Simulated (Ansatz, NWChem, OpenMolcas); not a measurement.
AgI (SMILES [Ag][I]): methods side by side

AgI has 2 atoms, charge 0, and is taken as a singlet. As SMILES, `[Ag][I]`. Geometry: the measured bond length.

```xyz
2

Ag    0.0000    0.0000    0.0000
I     0.0000    0.0000    2.5446
```

Quantity: the energy change with the Ag1–I2 bond stretched from 2.545 to 5.598 Å, in eV. The values are calculated.

```json
{"level": "BLYP/def2-TZVPPD (core potential) (restricted)", "kind": "GGA", "program": "Ansatz", "value (eV)": "2.30"}
{"level": "PBE/def2-TZVPPD (core potential) (restricted)", "kind": "GGA", "program": "Ansatz", "value (eV)": "2.60"}
{"level": "revPBE/def2-TZVPPD (core potential) (restricted)", "kind": "GGA", "program": "Ansatz", "value (eV)": "2.41"}
{"level": "r2SCAN/def2-TZVPPD (core potential) (restricted)", "kind": "meta-GGA", "program": "Ansatz", "value (eV)": "2.88"}
{"level": "PBE0/def2-TZVPPD (core potential) (restricted)", "kind": "global hybrid", "program": "OpenMolcas", "value (eV)": "3.28"}
{"level": "B2PLYP/def2-TZVPPD (core potential) (restricted)", "kind": "double hybrid", "program": "OpenMolcas", "value (eV)": "2.96"}
{"level": "MP2/def2-TZVPPD (core potential) (restricted)", "kind": "perturbation theory", "program": "NWChem", "value (eV)": "3.85"}
{"level": "CCSD/def2-TZVPPD (core potential) (restricted)", "kind": "coupled cluster or CI", "program": "NWChem", "value (eV)": "3.99"}
```

The first shape isn't each level's own minimum. The values span 2.30 to 3.99 eV. In the correlated wave-function rows the outer d shell of I is correlated, in sets not made for it.

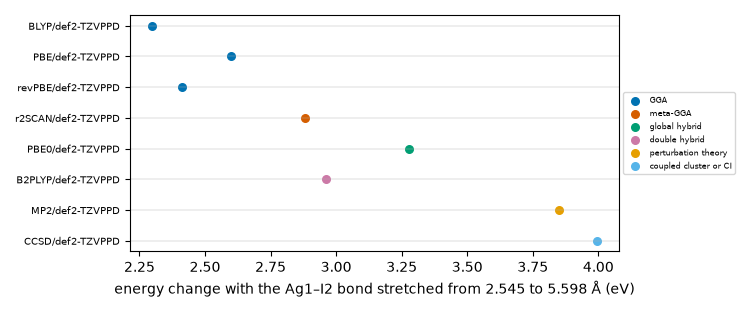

The values of the table, level by level.
